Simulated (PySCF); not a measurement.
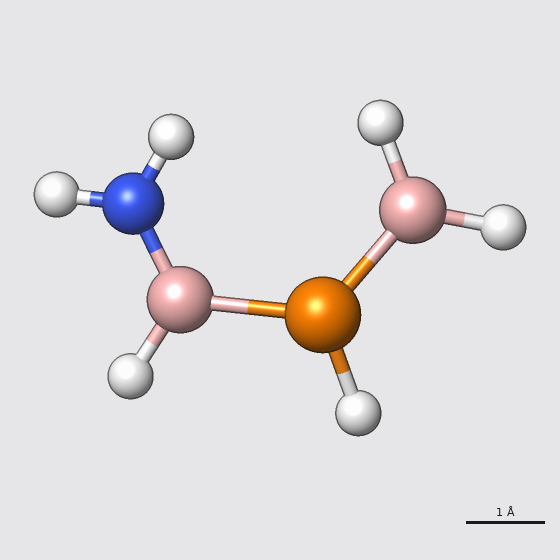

Ball-and-stick drawing of a structure. Every bond is drawn as one stick, whatever its order. Colours: boron pink, phosphorus orange, nitrogen blue, hydrogen white.

The computed structure is the end point of a PBE0-D3(BJ)/def2-SVP optimisation. No frequency run is at hand to confirm it as a minimum.

What does the picture show?

The molecule is B₂H₆NP. As SMILES it reads `BPBN`. It has no ring. Among its groups: B–H bond. The point group is C1. Coordination, clear cases only: 2 B trigonal planar; 1 N trigonal planar.

More results for the same structure follow; atom numbers are the same in all pictures, views and colours differ.

## Geometry

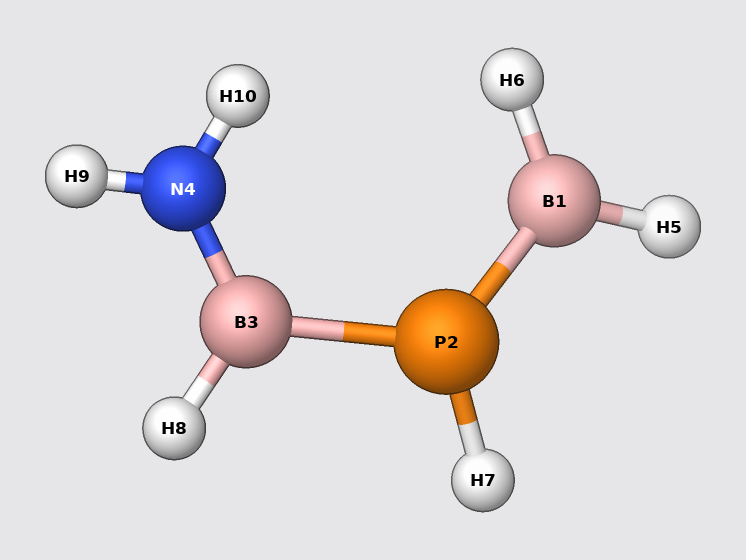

Atoms carry their numbers in the input. No frequency run is at hand to confirm it as a minimum.

List the bonds and their lengths.

| bond | length (Å) | order |
| --- | --- | --- |
| B1–P2 | 1.819 | single |
| B1–H5 | 1.205 | single |
| B1–H6 | 1.209 | single |
| P2–B3 | 1.897 | single |
| P2–H7 | 1.411 | single |
| B3–N4 | 1.389 | single |
| B3–H8 | 1.208 | single |
| N4–H9 | 1.011 | single |
| N4–H10 | 1.012 | single |

## Quadrupole coupling

No frequency run is at hand to confirm it as a minimum. Electric field gradients from the ground-state density, B3LYP/6-31G* (PySCF 2.14.0), non-relativistic apart from any core potentials.

Give the largest field-gradient component, the quadrupole coupling constant and the asymmetry for 11B at B1 (Q = 40.59 mb), 11B at B3 (Q = 40.59 mb), 14N at N4 (Q = 20.44 mb), 2H at H5 (Q = 2.86 mb), 2H at H6 (Q = 2.86 mb).

| atom | V_zz (a.u.) | e²qQ/h (MHz) | η |
| --- | --- | --- | --- |
| B1 | 0.422 | 4.03 | 0.22 |
| B3 | 0.320 | 3.05 | 0.32 |
| N4 | −0.634 | −3.04 | 0.55 |
| H5 | 0.201 | 0.135 | 0.08 |
| H6 | 0.199 | 0.134 | 0.06 |

## Dipole moment

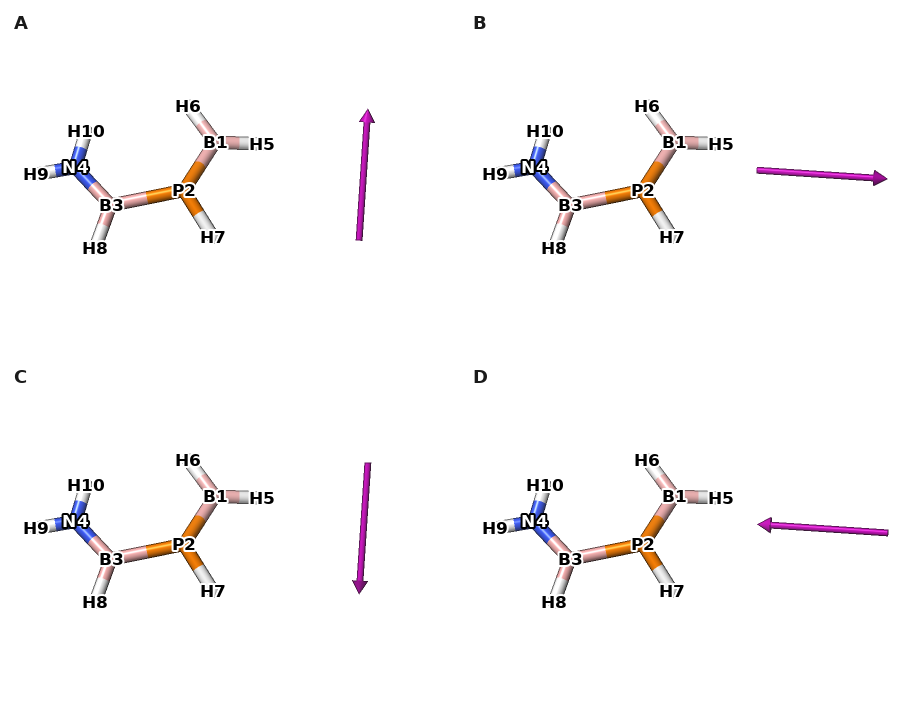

The same molecule four times, each with an arrow. No frequency run is at hand to confirm it as a minimum. Properties computed with B3LYP/cc-pVTZ, gas phase (PySCF 2.14.0).

Which arrow points along the dipole moment, from the negative to the positive end?

D. The dipole moment is 2.17 D; it points from the side of H5 to the side of H9 (the outermost atoms at the two ends).

## Spin–spin coupling

No frequency run is at hand to confirm it as a minimum. Method: B3LYP/cc-pVTZ indirect spin-spin coupling, non-relativistic, gas phase (PySCF 2.14.0). Isotopes: 11B, 1H, 15N, 31P.

Give the spin–spin coupling constants of these pairs, with the number of bonds between them: B1/H5, P2/B3, P2/H7, B3/N4, B3/H8, N4/H9, B1/H7, P2/H6, B3/H7, P2/H10, P2/H9, B3/H5.

```tsv
pair	bonds apart	J (Hz)
B1, H5	1	150.4
P2, B3	1	108.4
P2, H7	1	290.5
B3, N4	1	−36.4
B3, H8	1	153.0
N4, H9	1	−75.3
B1, H7	2	3.7
P2, H6	2	25.4
B3, H7	2	9.5
P2, H10	3	10.4
P2, H9	3	31.8
B3, H5	3	5.3
```
